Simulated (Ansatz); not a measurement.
# CAM-B3LYP/def2-SVP run of B3N3H6 (borazine)

What is the energy change on altering one bond length of B3N3H6 (borazine) at CAM-B3LYP/def2-SVP? 

The calculation is run with Ansatz 0.2.0.

43 further runs of the same task are left out: 1 that didn't finish, 42 set aside as unsound or not needed.

## 1. The structure to begin with

B3N3H6 has 12 atoms, charge 0, and is taken as a singlet. SMILES: `B1NBNBN1`. Geometry: relaxed at PBE0-D4/def2-TZVP. This is one conformer, not always the lowest.

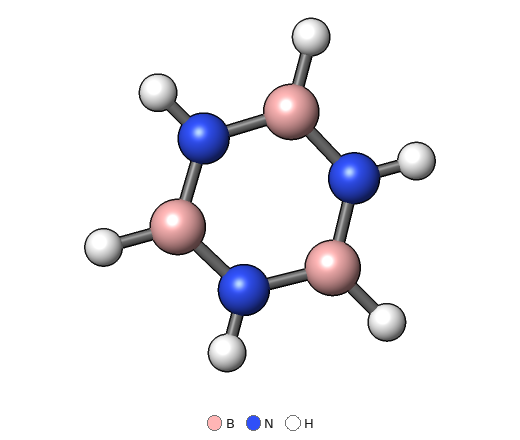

Viewed from a chosen angle; boron pink, nitrogen blue, hydrogen white.

## 2. The energy at CAM-B3LYP/def2-SVP

Input file input.yaml:

```yaml
crystal:
  periodic: [false, false, false]
  atoms:
    - {symbol: B, position_ang: [-0.725600, -1.223220, 0.253660]}
    - {symbol: "N", position_ang: [0.524170, -0.956610, 0.883320]}
    - {symbol: B, position_ang: [1.265120, 0.238610, 0.655490]}
    - {symbol: N, position_ang: [0.704960, 1.188460, -0.246430]}
    - {symbol: B, position_ang: [-0.539530, 0.984630, -0.909140]}
    - {symbol: N, position_ang: [-1.229160, -0.231820, -0.636840]}
    - {symbol: H, position_ang: [-1.326890, -2.236960, 0.463830]}
    - {symbol: H, position_ang: [0.899850, -1.642240, 1.516360]}
    - {symbol: H, position_ang: [2.313570, 0.436330, 1.198680]}
    - {symbol: H, position_ang: [1.210210, 2.040210, -0.423070]}
    - {symbol: H, position_ang: [-0.986620, 1.800580, -1.662600]}
    - {symbol: H, position_ang: [-2.110080, -0.397960, -1.093280]}
basis:
  gaussian:
    orbitals: def2-SVP
accuracy: high
output:
  orbitals: {seedname: orbitals}
hamiltonian:
  xc: {name: CAM-B3LYP}
```

Command:

```
ansatz run input.yaml --threads 1 --pin off --max-ram 3480MiB --events-out events.jsonl --progress --plain --runs-dir runs
```

The program printed:

```text
Warning: RAYON_NUM_THREADS=1 ignored (pool sized by the plan → 1); use --threads N
Functional definition: CAM-B3LYP
  name "CAM-B3LYP"
  parameter alpha = 0.19
  parameter beta = 0.46
  parameter omega = 0.33/bohr
  parameter ac = 0.81
  exchange = (1 - alpha - beta)*b88_x + beta*b88_x_sr(omega) + alpha*exact_x + beta*exact_x_lr(omega)
  correlation = (1 - ac)*vwn5_c + ac*lyp_c
2856 factors; integrals over basis functions are off by at most 3.1e-9 eV
507 factors; integrals over basis functions are off by at most 1.9e-9 eV
mean field evaluation 1: about -6585.3822 eV, gradient 6.9e1 eV
mean field evaluation 2: about -6582.9601 eV, gradient 7.7e1 eV
mean field evaluation 4: about -6594.9554 eV, gradient 4.0e-1 eV
mean field evaluation 8: about -6595.1487 eV, gradient 2.9e-2 eV
mean field evaluation 16: about -6595.1487 eV, gradient 3.1e-6 eV
mean field -6595.14873341 eV, -242.3672456004 hartree, gradient 2.9e-8 eV, S^2 0.000000; 0 other end points of the search recorded, 0 dependent functions left out
reference -6595.14875427 eV, -242.3672463669 hartree; 21, 21 occupied and 93, 93 virtual orbitals, 2856 factors
Total energy: -6595.14875427 eV, -242.3672463669 hartree
```

It took 15 s on 1 thread of Intel Xeon Platinum 8175M at 2.50GHz (Skylake/Cascade Lake), shared host; peak memory 0.55 GiB.

## 3. The distorted shape at the same level

Input file input.yaml:

```yaml
basis:
  gaussian:
    orbitals: def2-SVP
crystal:
  periodic: [false, false, false]
  atoms:
    - {symbol: B, position_ang: [-0.424937, -0.716319, 0.148569]}
    - {symbol: N, position_ang: [0.824833, -0.449709, 0.778229]}
    - {symbol: B, position_ang: [1.565783, 0.745511, 0.550399]}
    - {symbol: "N", position_ang: [1.005623, 1.695361, -0.351521]}
    - {symbol: B, position_ang: [-0.238867, 1.491531, -1.014231]}
    - {symbol: "N", position_ang: [-0.928497, 0.275081, -0.741931]}
    - {symbol: H, position_ang: [-1.326890, -2.236960, 0.463830]}
    - {symbol: H, position_ang: [1.200513, -1.135339, 1.411269]}
    - {symbol: H, position_ang: [2.614233, 0.943231, 1.093589]}
    - {symbol: H, position_ang: [1.510873, 2.547111, -0.528161]}
    - {symbol: H, position_ang: [-0.685957, 2.307481, -1.767691]}
    - {symbol: H, position_ang: [-1.809417, 0.108941, -1.198371]}
hamiltonian:
  xc: {name: CAM-B3LYP}
accuracy: high
output: {orbitals: {seedname: orbitals}}
```

Command:

```
ansatz run input.yaml --threads 1 --pin off --max-ram 3480MiB --events-out events.jsonl --progress --plain --runs-dir runs
```

The program printed:

```text
Warning: RAYON_NUM_THREADS=1 ignored (pool sized by the plan → 1); use --threads N
[... 8 set-up lines as earlier in the session ...]
2852 factors; integrals over basis functions are off by at most 3.1e-9 eV
516 factors; integrals over basis functions are off by at most 2.0e-9 eV
mean field evaluation 1: about -6583.5125 eV, gradient 7.0e1 eV
mean field evaluation 2: about -6580.7515 eV, gradient 7.8e1 eV
mean field evaluation 4: about -6593.1724 eV, gradient 5.1e-1 eV
mean field evaluation 8: about -6593.3566 eV, gradient 1.4e-1 eV
mean field evaluation 16: about -6593.3566 eV, gradient 7.4e-6 eV
mean field -6593.35660174 eV, -242.3013859765 hartree, gradient 4.7e-8 eV, S^2 0.000000; 0 other end points of the search recorded, 0 dependent functions left out
reference -6593.35662354 eV, -242.3013867776 hartree; 21, 21 occupied and 93, 93 virtual orbitals, 2852 factors
Total energy: -6593.35662354 eV, -242.3013867776 hartree
```

Run time: 18 s. Hardware: 1 thread of Intel Xeon Platinum 8175M at 2.50GHz (Skylake/Cascade Lake), shared host; peak memory 0.55 GiB.

## 4. Summary of results

Level: CAM-B3LYP/def2-SVP.

```
                                                         quantity          value
                                        first shape: total energy  -242.36725 Eh
                                         first shape: HOMO energy       -9.35 eV
                                         first shape: LUMO energy        1.76 eV
                                       first shape: HOMO–LUMO gap       11.11 eV
                                    distorted shape: total energy  -242.30139 Eh
                                     distorted shape: HOMO energy       -9.12 eV
                                     distorted shape: LUMO energy        1.52 eV
                                   distorted shape: HOMO–LUMO gap       10.64 eV
energy change with the B1–H7 bond stretched from 1.197 to 1.796 Å       1.792 eV
```

**Reading.** With the B1–H7 bond stretched from 1.197 to 1.796 Å the energy rises by 1.79 eV (173 kJ/mol). The first shape isn't relaxed at this level, so the change isn't measured from a minimum.
